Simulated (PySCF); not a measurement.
Vertical excitations of a molecule CH₃F₃OSi from TDDFT-PBE/def2-SVPD in PySCF, as energy in eV (oscillator strength): 6.43 (0.001), 7.21 (0.006), 7.61 (0.003), 8.01 (0.006), 8.04 (0.031), 8.17 (0.023), 8.24 (0.048), 8.40 (0.029), 8.51 (0.004), 8.64 (0.074). Lowest triplet (TDA): 6.13 eV. Geometry: PBE0-D3(BJ)/def2-SVP. One conformer was computed; it need not be the lowest.

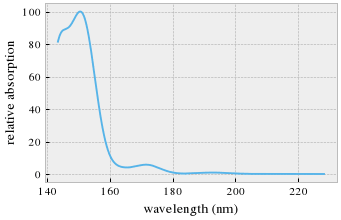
Figure. The lines broadened by 0.4 eV.

Q: Identify the compound among the candidates.
A. O[SiH2]C(F)(F)F
B. CO[Si](F)(F)F
C. OC[Si](F)(F)F
D. O[Si](F)(F)CF

A: A, O[SiH2]C(F)(F)F
